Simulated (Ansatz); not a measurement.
**Al11N11 wurtzite off sphere (Al11N11H28): a short trajectory**

Aim: follow Al11N11 wurtzite off sphere (Al11N11H28) for 15 steps with a Nosé-Hoover thermostat (1000 K) and see how far bonds stretch and how energy moves between motion and potential.

Program: Ansatz 0.2.0, Gaussian basis. Level of theory: PBE/6-31G* with D3(BJ) dispersion. These are calculated values, not measurements.

### Step 1. The relaxed structure

An earlier PBE-D4/def2-SVP relaxation fixed the geometry.

50 atoms, charge 0, spin multiplicity 1.

Atoms are counted from 1 here; the program's logs count them from 0.

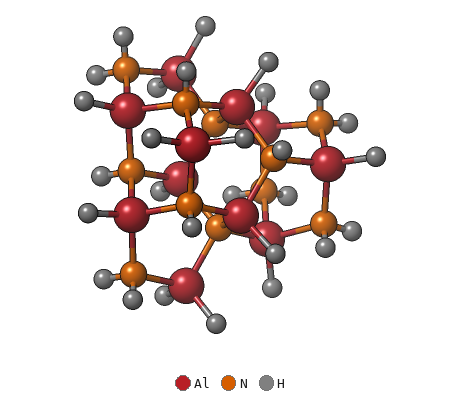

The structure; aluminium red, nitrogen orange, hydrogen grey.

### Step 2. Dynamics

The input, in.yaml:

```yaml
crystal:
  periodic: [false, false, false]
  atoms:
    - {symbol: Al, position_ang: [0.317374, -3.507314, 0.013066]}
    - {symbol: N, position_ang: [0.257744, -3.408340, 2.002700]}
    - {symbol: Al, position_ang: [0.315269, -1.748025, -2.400033]}
    - {symbol: N, position_ang: [-1.228801, -0.708844, -3.027073]}
    - {symbol: N, position_ang: [0.318594, -1.626004, -0.526193]}
    - {symbol: Al, position_ang: [-1.264067, -0.730347, 0.101155]}
    - {symbol: Al, position_ang: [0.332903, -1.622321, 2.787581]}
    - {symbol: N, position_ang: [-1.175939, -0.679983, 2.045918]}
    - {symbol: Al, position_ang: [-1.357723, 1.147520, -2.398858]}
    - {symbol: N, position_ang: [-1.249638, 1.088458, -0.525100]}
    - {symbol: Al, position_ang: [-2.879978, 2.026634, 0.015260]}
    - {symbol: Al, position_ang: [-1.237906, 1.097432, 2.788694]}
    - {symbol: N, position_ang: [-2.822419, 1.925969, 2.004884]}
    - {symbol: N, position_ang: [1.847017, -0.684460, -3.047477]}
    - {symbol: Al, position_ang: [1.911109, -0.784365, 0.107322]}
    - {symbol: N, position_ang: [1.830472, -0.708306, 2.026400]}
    - {symbol: Al, position_ang: [2.008393, 1.161355, -2.408347]}
    - {symbol: N, position_ang: [0.328436, 1.943766, -3.046450]}
    - {symbol: N, position_ang: [1.812229, 1.047148, -0.534961]}
    - {symbol: Al, position_ang: [0.275225, 2.047252, 0.108491]}
    - {symbol: Al, position_ang: [1.983326, 1.144444, 2.680309]}
    - {symbol: N, position_ang: [0.301897, 1.938226, 2.027490]}
    - {symbol: H, position_ang: [-1.052834, -4.228105, -0.432544]}
    - {symbol: H, position_ang: [1.753648, -4.162736, -0.319494]}
    - {symbol: H, position_ang: [-0.593826, -3.888584, 2.334085]}
    - {symbol: H, position_ang: [1.028124, -3.983720, 2.378106]}
    - {symbol: H, position_ang: [0.346818, -3.182383, -3.104409]}
    - {symbol: H, position_ang: [-2.058673, -1.188483, -2.626283]}
    - {symbol: H, position_ang: [-1.363973, -0.786495, -4.047252]}
    - {symbol: H, position_ang: [-2.595795, -1.499779, -0.390558]}
    - {symbol: H, position_ang: [0.328264, -1.759936, 4.381384]}
    - {symbol: H, position_ang: [-2.022795, -1.169227, 2.385581]}
    - {symbol: H, position_ang: [-2.585060, 1.891358, -3.102335]}
    - {symbol: H, position_ang: [-4.188813, 1.198858, -0.428986]}
    - {symbol: H, position_ang: [-2.731375, 3.598231, -0.317928]}
    - {symbol: H, position_ang: [-1.359008, 1.160909, 4.382581]}
    - {symbol: H, position_ang: [-3.664198, 1.429342, 2.337138]}
    - {symbol: H, position_ang: [-2.934467, 2.881014, 2.380135]}
    - {symbol: H, position_ang: [1.938075, -0.755890, -4.073217]}
    - {symbol: H, position_ang: [2.681873, -1.185768, -2.687451]}
    - {symbol: H, position_ang: [3.272106, -1.445420, -0.457895]}
    - {symbol: H, position_ang: [2.691460, -1.155855, 2.387498]}
    - {symbol: H, position_ang: [3.281698, 1.897379, -3.027847]}
    - {symbol: H, position_ang: [0.311742, 2.058886, -4.072124]}
    - {symbol: H, position_ang: [0.311207, 2.917216, -2.685886]}
    - {symbol: H, position_ang: [2.627084, 1.517713, -0.090321]}
    - {symbol: H, position_ang: [0.381968, 3.556881, -0.455809]}
    - {symbol: H, position_ang: [2.018842, 1.164241, 4.286972]}
    - {symbol: H, position_ang: [3.209791, 1.853031, 1.882928]}
    - {symbol: H, position_ang: [0.344612, 2.907441, 2.389133]}
basis:
  gaussian: {orbitals: "6-31G*", fitting: {mean_field: def2-universal-jkfit}}
hamiltonian: {xc: {name: PBE}, dispersion: d3bj}
md: {timestep: 0.5 fs, n_steps: 15, ensemble: nvt_nose_hoover, temperature: 1000, initial_velocities: maxwell_boltzmann, seed: 208}
scf: {omitted_lower_state_checks: [starts]}
```

Started as:

```sh
$ ansatz run in.yaml --threads 2 --pin off --events-out ev --progress --plain --max-ram 32768MiB --backend cuda --devices 0, --max-vram 18GiB
```

Log:

```text
Functional definition: PBE
  name "PBE"
  cite "Perdew, Burke & Ernzerhof, Phys. Rev. Lett. 77, 3865 (1996) doi:10.1103/PhysRevLett.77.3865"
  parent pbe
  parameter kappa = 0.804
  parameter beta = 0.06672455060314922
  exchange = pbe_x(kappa = kappa, mu = beta*pi^2/3)
  correlation = pbe_c(beta = beta)
these checks for a lower state are left out or cut short: starts
2759 factors; integrals over basis functions are off by at most 7.5e-2 eV
mean field evaluation 1: about -89296.9482 eV, gradient 2.0e2 eV
mean field evaluation 2: about -88863.9942 eV, gradient 4.4e2 eV
mean field evaluation 4: about -89370.7602 eV, gradient 4.2e1 eV
mean field evaluation 8: about -89374.7884 eV, gradient 7.0e-1 eV
mean field evaluation 16: about -89374.7541 eV, gradient 2.2e-3 eV
mean field -89374.75414553 eV, -3284.4616344640 hartree, gradient 6.1e-5 eV, S^2 0.000000; 0 other end points of the search recorded, 0 dependent functions left out
the calculation of the forces begins
reference -89374.75426612 eV, -3284.4616388957 hartree; 124, 124 occupied and 306, 306 virtual orbitals, 2759 factors
md step     0: t =     0.00 fs  T =  1000.0 K  F+E_penalty+E_count = -89377.51171391 eV  E_kin = 6.204480 eV  conserved = -89371.30723396 eV  (32 SCF iters)
these checks for a lower state are left out or cut short: starts, cluster_reference, orbital_swaps, neighbouring_geometries, increment
2759 factors; integrals over basis functions are off by at most 7.6e-2 eV
mean field -89374.66304440 eV, -3284.4582865594 hartree, gradient 2.1e-5 eV, S^2 0.000000; 0 other end points of the search recorded, 0 dependent functions left out
the calculation of the forces begins
reference -89374.66316514 eV, -3284.4582909965 hartree; 124, 124 occupied and 306, 306 virtual orbitals, 2759 factors
md step     1: t =     0.50 fs  T =   985.2 K  F+E_penalty+E_count = -89377.41855182 eV  E_kin = 6.112577 eV  conserved = -89371.30597493 eV  (31 SCF iters, 3 dispersion substeps)
these checks for a lower state are left out or cut short: starts, cluster_reference, orbital_swaps, neighbouring_geometries, increment
2759 factors; integrals over basis functions are off by at most 7.7e-2 eV
mean field evaluation 32: about -89374.4035 eV, gradient 8.7e-5 eV
mean field -89374.40348687 eV, -3284.4487479960 hartree, gradient 2.1e-5 eV, S^2 0.000000; 0 other end points of the search recorded, 0 dependent functions left out
the calculation of the forces begins
reference -89374.40360774 eV, -3284.4487524377 hartree; 124, 124 occupied and 306, 306 virtual orbitals, 2759 factors
md step     2: t =     1.00 fs  T =   943.8 K  F+E_penalty+E_count = -89377.15694897 eV  E_kin = 5.855887 eV  conserved = -89371.30106855 eV  (31 SCF iters, 3 dispersion substeps)
[... from here on, the SCF cycles and remarks between the steps are left out ...]
md step     3: t =     1.50 fs  T =   888.1 K  F+E_penalty+E_count = -89376.80441187 eV  E_kin = 5.510139 eV  conserved = -89371.29430105 eV  (31 SCF iters, 3 dispersion substeps)
md step     4: t =     2.00 fs  T =   834.2 K  F+E_penalty+E_count = -89376.46490642 eV  E_kin = 5.175795 eV  conserved = -89371.28919043 eV  (31 SCF iters, 3 dispersion substeps)
md step     5: t =     2.50 fs  T =   794.3 K  F+E_penalty+E_count = -89376.21667245 eV  E_kin = 4.928407 eV  conserved = -89371.28843304 eV  (31 SCF iters, 3 dispersion substeps)
md step     6: t =     3.00 fs  T =   770.7 K  F+E_penalty+E_count = -89376.07302242 eV  E_kin = 4.781854 eV  conserved = -89371.29147104 eV  (31 SCF iters, 3 dispersion substeps)
md step     7: t =     3.50 fs  T =   756.6 K  F+E_penalty+E_count = -89375.98929292 eV  E_kin = 4.694323 eV  conserved = -89371.29545866 eV  (31 SCF iters, 3 dispersion substeps)
md step     8: t =     4.00 fs  T =   742.4 K  F+E_penalty+E_count = -89375.90344517 eV  E_kin = 4.606072 eV  conserved = -89371.29810138 eV  (31 SCF iters, 3 dispersion substeps)
md step     9: t =     4.50 fs  T =   721.0 K  F+E_penalty+E_count = -89375.77124891 eV  E_kin = 4.473412 eV  conserved = -89371.29885702 eV  (31 SCF iters, 3 dispersion substeps)
md step    10: t =     5.00 fs  T =   689.9 K  F+E_penalty+E_count = -89375.57705601 eV  E_kin = 4.280196 eV  conserved = -89371.29822370 eV  (31 SCF iters, 3 dispersion substeps)
md step    11: t =     5.50 fs  T =   650.1 K  F+E_penalty+E_count = -89375.32837652 eV  E_kin = 4.033414 eV  conserved = -89371.29671628 eV  (31 SCF iters, 3 dispersion substeps)
md step    12: t =     6.00 fs  T =   605.4 K  F+E_penalty+E_count = -89375.04852711 eV  E_kin = 3.756200 eV  conserved = -89371.29451439 eV  (31 SCF iters, 3 dispersion substeps)
md step    13: t =     6.50 fs  T =   561.5 K  F+E_penalty+E_count = -89374.77305215 eV  E_kin = 3.483962 eV  conserved = -89371.29175175 eV  (31 SCF iters, 3 dispersion substeps)
md step    14: t =     7.00 fs  T =   525.5 K  F+E_penalty+E_count = -89374.54615321 eV  E_kin = 3.260295 eV  conserved = -89371.28903668 eV  (31 SCF iters, 3 dispersion substeps)
these checks for a lower state are left out or cut short: starts, cluster_reference, orbital_swaps, neighbouring_geometries, increment
2759 factors; integrals over basis functions are off by at most 8.3e-2 eV
mean field -89371.68638178 eV, -3284.3488962257 hartree, gradient 2.4e-5 eV, S^2 0.000000; 0 other end points of the search recorded, 0 dependent functions left out
the calculation of the forces begins
reference -89371.68650227 eV, -3284.3489006535 hartree; 124, 124 occupied and 306, 306 virtual orbitals, 2759 factors
these checks for a lower state are left out or cut short: starts
2759 factors; integrals over basis functions are off by at most 8.3e-2 eV
mean field evaluation 128: about -89371.6864 eV, gradient 2.4e-5 eV
mean field -89371.68638178 eV, -3284.3488962257 hartree, gradient 2.4e-5 eV, S^2 0.000000; 0 other end points of the search recorded, 0 dependent functions left out
the calculation of the forces begins
reference -89371.68650227 eV, -3284.3489006535 hartree; 124, 124 occupied and 306, 306 virtual orbitals, 2759 factors
md step    15: t =     7.50 fs  T =   503.9 K  F+E_penalty+E_count = -89374.41002622 eV  E_kin = 3.126162 eV  conserved = -89371.28760664 eV  (14 SCF iters, 3 dispersion substeps)
Total energy: -89374.41014671 eV, -3284.4489927405 hartree
Atom 0 at     0.402283    -3.537501     0.034436 Å, force    -0.411416     0.585675    -0.515578 eV/Å
Atom 1 at     0.267483    -3.424267     2.005999 Å, force     1.500334    -2.066924     0.278524 eV/Å
Atom 2 at     0.338219    -1.745295    -2.441735 Å, force     0.065697    -0.171181    -0.157333 eV/Å
Atom 3 at    -1.207199    -0.721502    -3.130644 Å, force    -1.464403     0.825997     3.761862 eV/Å
Atom 4 at     0.329177    -1.593860    -0.561887 Å, force    -1.108219    -0.853710     0.310024 eV/Å
Atom 5 at    -1.259492    -0.725106     0.150051 Å, force    -0.521792    -0.317904    -0.313108 eV/Å
Atom 6 at     0.279762    -1.680445     2.854288 Å, force     1.283017     0.680700    -0.104351 eV/Å
Atom 7 at    -1.192294    -0.657279     2.091838 Å, force     2.401407     0.045206    -1.169699 eV/Å
Atom 8 at    -1.445171     1.169991    -2.389286 Å, force     0.602558     0.400024    -0.313723 eV/Å
Atom 9 at    -1.254859     1.051320    -0.556981 Å, force     0.239297     0.372948     1.073868 eV/Å
Atom 10 at    -2.905601     2.072757    -0.003159 Å, force    -0.491350     0.126851    -0.818330 eV/Å
Atom 11 at    -1.212773     1.086470     2.749851 Å, force    -0.806463     1.120298     0.855311 eV/Å
Atom 12 at    -2.830947     2.011913     1.920570 Å, force    -0.873768    -3.769820     1.167935 eV/Å
Atom 13 at     1.938981    -0.658953    -2.978422 Å, force     0.542680    -2.292007    -0.774581 eV/Å
Atom 14 at     1.850774    -0.747944     0.098709 Å, force     0.183558    -0.970170     0.620303 eV/Å
Atom 15 at     1.801572    -0.745188     2.067573 Å, force     0.077161     0.776353    -0.711949 eV/Å
Atom 16 at     1.962020     1.191151    -2.414995 Å, force    -0.300133    -0.791575    -1.127301 eV/Å
Atom 17 at     0.224036     1.931781    -3.067644 Å, force     1.010782    -0.938729     1.139320 eV/Å
Atom 18 at     1.899770     1.005179    -0.544327 Å, force    -1.737209     0.553359    -0.708257 eV/Å
Atom 19 at     0.349121     2.032718     0.077059 Å, force    -0.813755    -0.052745     1.002139 eV/Å
Atom 20 at     2.028820     1.117616     2.682611 Å, force     0.141531     0.951988     0.341901 eV/Å
Atom 21 at     0.304515     1.913518     2.142091 Å, force     1.457738     1.384956    -1.756160 eV/Å
Atom 22 at    -0.873552    -4.426665    -0.373364 Å, force    -0.047907     0.099584    -0.199567 eV/Å
Atom 23 at     1.891385    -4.142248    -0.270960 Å, force    -0.242366     0.154905     0.209270 eV/Å
Atom 24 at    -0.559453    -3.727518     2.554710 Å, force    -0.016352    -0.711986    -0.731760 eV/Å
Atom 25 at     0.995849    -4.289132     2.051254 Å, force    -1.612823     2.495956     0.810903 eV/Å
Atom 26 at     0.436894    -3.232103    -3.193236 Å, force    -0.054131     0.679190     0.369043 eV/Å
Atom 27 at    -2.113890    -1.019622    -2.614277 Å, force     1.437787    -0.207263    -0.331141 eV/Å
Atom 28 at    -1.496363    -0.915591    -4.038878 Å, force    -0.343147    -0.328204    -2.893311 eV/Å
Atom 29 at    -2.712754    -1.359609    -0.214821 Å, force     0.193365    -0.154940    -0.158522 eV/Å
Atom 30 at     0.092094    -1.824756     4.454528 Å, force     0.027178    -0.053065    -0.279749 eV/Å
Atom 31 at    -1.926286    -1.032008     2.624701 Å, force    -2.188724    -1.156723     0.742361 eV/Å
Atom 32 at    -2.519205     2.232784    -2.961211 Å, force    -0.144301    -0.567581    -0.089141 eV/Å
Atom 33 at    -4.371624     1.570053    -0.612004 Å, force     0.575357    -0.442326     0.314251 eV/Å
Atom 34 at    -2.899067     3.596519    -0.451925 Å, force     0.474263     0.404600     0.055868 eV/Å
Atom 35 at    -1.419374     1.088701     4.358386 Å, force    -0.133576     0.022361    -0.204352 eV/Å
Atom 36 at    -3.602382     1.297364     2.287443 Å, force     1.460105     1.713751    -0.901458 eV/Å
Atom 37 at    -3.013185     2.839184     2.449747 Å, force    -0.265899     1.274082     0.449446 eV/Å
Atom 38 at     2.027096    -0.872391    -4.029524 Å, force     0.207587     0.494272     1.533073 eV/Å
Atom 39 at     2.706214    -1.271911    -2.473260 Å, force    -1.210929     1.378947    -1.022796 eV/Å
Atom 40 at     3.089070    -1.519728    -0.540418 Å, force     0.521905    -0.074763     0.131782 eV/Å
Atom 41 at     2.743489    -1.108261     2.249183 Å, force     0.124749    -0.608724     0.408419 eV/Å
Atom 42 at     3.164745     1.901321    -3.159169 Å, force     0.172802     0.340075     0.156668 eV/Å
Atom 43 at    -0.005005     1.875664    -4.061625 Å, force     0.670488     0.710518    -0.422124 eV/Å
Atom 44 at     0.479438     2.872215    -2.721770 Å, force    -0.978448     0.427805    -0.734964 eV/Å
Atom 45 at     2.787743     1.386147    -0.299275 Å, force     1.295734     0.911274     0.937933 eV/Å
Atom 46 at     0.296822     3.540059    -0.509459 Å, force     0.255014    -0.119837     0.061867 eV/Å
Atom 47 at     2.017305     1.222591     4.307520 Å, force     0.135959    -0.218821    -0.172910 eV/Å
Atom 48 at     3.258250     2.202111     2.001888 Å, force    -0.771600    -1.072059     0.170108 eV/Å
Atom 49 at     0.486876     2.907469     2.471969 Å, force    -0.519341    -0.990617    -0.290015 eV/Å
Dipole moment:     0.110580    -0.414115    -0.984052 e Å
Checks for a lower state left out: starts
```

Wall time 100 s (1 × H100 (card shared with other runs) with 2 threads of AMD EPYC 7R13, shared host).

### Step 3. The trajectory

Step by step, with energies from the first frame:

```
time (fs)  T (K)  potential (meV)  conserved (meV)  N2–H26 (Å)
      0.0   1000              0.0             0.00       1.032
      0.5    985             93.2             1.26       1.004
      1.0    944            354.8             6.17       0.980
      1.5    888            707.3            12.93       0.963
      2.0    834           1046.8            18.04       0.957
      2.5    794           1295.0            18.80       0.962
      3.0    771           1438.7            15.76       0.977
      3.5    757           1522.4            11.78       1.000
      4.0    742           1608.3             9.13       1.027
      4.5    721           1740.5             8.38       1.055
      5.0    690           1934.7             9.01       1.082
      5.5    650           2183.3            10.52       1.105
      6.0    605           2463.2            12.72       1.122
      6.5    562           2738.7            15.48       1.133
      7.0    525           2965.6            18.20       1.136
      7.5    504           3101.7            19.63       1.132
```

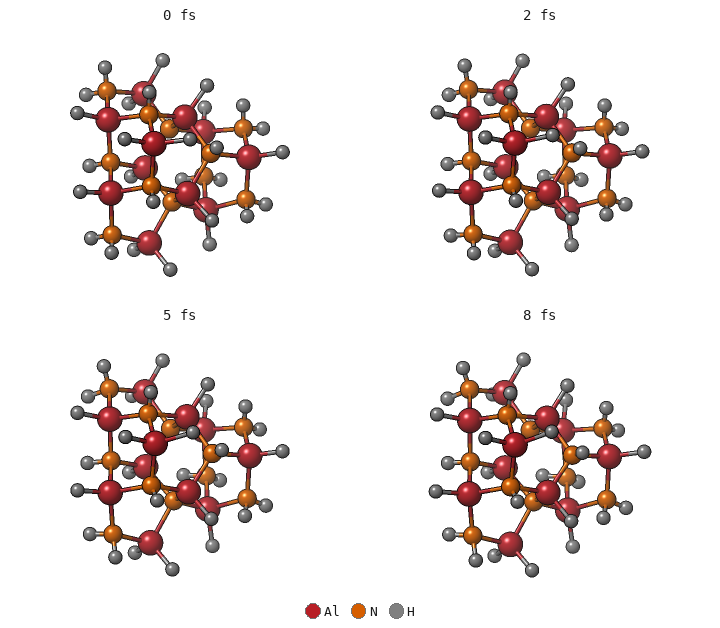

Four frames; sticks are those of the first frame.

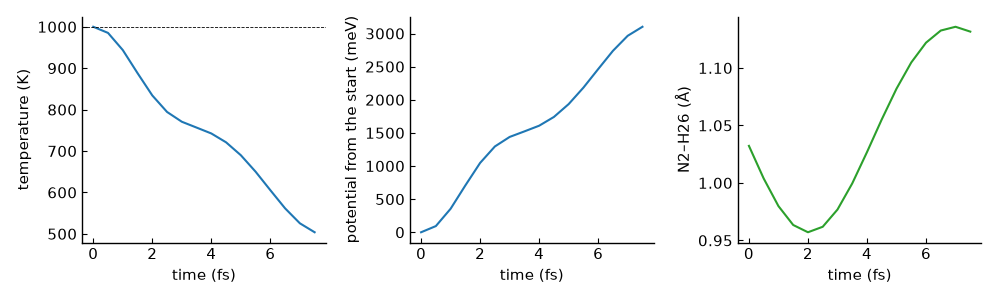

Temperature (the set value dashed), potential energy and the bond that swings most.

Positions (Å) and forces (eV/Å) at 7.5 fs:

```xyz
50

Al    0.402   -3.538    0.034   -0.411    0.586   -0.516
N     0.267   -3.424    2.006    1.500   -2.067    0.279
Al    0.338   -1.745   -2.442    0.066   -0.171   -0.157
N    -1.207   -0.722   -3.131   -1.464    0.826    3.762
N     0.329   -1.594   -0.562   -1.108   -0.854    0.310
Al   -1.259   -0.725    0.150   -0.522   -0.318   -0.313
Al    0.280   -1.680    2.854    1.283    0.681   -0.104
N    -1.192   -0.657    2.092    2.401    0.045   -1.170
Al   -1.445    1.170   -2.389    0.603    0.400   -0.314
N    -1.255    1.051   -0.557    0.239    0.373    1.074
Al   -2.906    2.073   -0.003   -0.491    0.127   -0.818
Al   -1.213    1.086    2.750   -0.806    1.120    0.855
N    -2.831    2.012    1.921   -0.874   -3.770    1.168
N     1.939   -0.659   -2.978    0.543   -2.292   -0.775
Al    1.851   -0.748    0.099    0.184   -0.970    0.620
N     1.802   -0.745    2.068    0.077    0.776   -0.712
Al    1.962    1.191   -2.415   -0.300   -0.792   -1.127
N     0.224    1.932   -3.068    1.011   -0.939    1.139
N     1.900    1.005   -0.544   -1.737    0.553   -0.708
Al    0.349    2.033    0.077   -0.814   -0.053    1.002
Al    2.029    1.118    2.683    0.142    0.952    0.342
N     0.305    1.914    2.142    1.458    1.385   -1.756
H    -0.874   -4.427   -0.373   -0.048    0.100   -0.200
H     1.891   -4.142   -0.271   -0.242    0.155    0.209
H    -0.559   -3.728    2.555   -0.016   -0.712   -0.732
H     0.996   -4.289    2.051   -1.613    2.496    0.811
H     0.437   -3.232   -3.193   -0.054    0.679    0.369
H    -2.114   -1.020   -2.614    1.438   -0.207   -0.331
H    -1.496   -0.916   -4.039   -0.343   -0.328   -2.893
H    -2.713   -1.360   -0.215    0.193   -0.155   -0.159
H     0.092   -1.825    4.455    0.027   -0.053   -0.280
H    -1.926   -1.032    2.625   -2.189   -1.157    0.742
H    -2.519    2.233   -2.961   -0.144   -0.568   -0.089
H    -4.372    1.570   -0.612    0.575   -0.442    0.314
H    -2.899    3.597   -0.452    0.474    0.405    0.056
H    -1.419    1.089    4.358   -0.134    0.022   -0.204
H    -3.602    1.297    2.287    1.460    1.714   -0.901
H    -3.013    2.839    2.450   -0.266    1.274    0.449
H     2.027   -0.872   -4.030    0.208    0.494    1.533
H     2.706   -1.272   -2.473   -1.211    1.379   -1.023
H     3.089   -1.520   -0.540    0.522   -0.075    0.132
H     2.743   -1.108    2.249    0.125   -0.609    0.408
H     3.165    1.901   -3.159    0.173    0.340    0.157
H    -0.005    1.876   -4.062    0.670    0.711   -0.422
H     0.479    2.872   -2.722   -0.978    0.428   -0.735
H     2.788    1.386   -0.299    1.296    0.911    0.938
H     0.297    3.540   -0.509    0.255   -0.120    0.062
H     2.017    1.223    4.308    0.136   -0.219   -0.173
H     3.258    2.202    2.002   -0.772   -1.072    0.170
H     0.487    2.907    2.472   -0.519   -0.991   -0.290
```

### Step 4. Results

| quantity | value |
| --- | --- |
| length | 15 steps of 0.5 fs |
| temperature, first and last frame | 1000, 504 K |
| temperature, second half | mean 625 K, from 504 to 742 K |
| swing of the potential | 3102 meV |
| largest change of the conserved energy | 19.63 meV |
| range of N2–H26 | 0.957 to 1.136 Å |

What this shows: From 1000 K at the start the temperature swings between 504 and 1000 K: with 50 atoms it has no steady value yet; starting near a minimum, about half of the kinetic energy flows into the potential. The conserved energy moves by 19.63 meV, 0.6 % of the potential's swing, so the step is short enough for this stretch. N2–H26 swings most, by 0.18 Å; no bond breaks. A run of 8 fs gives no averages.
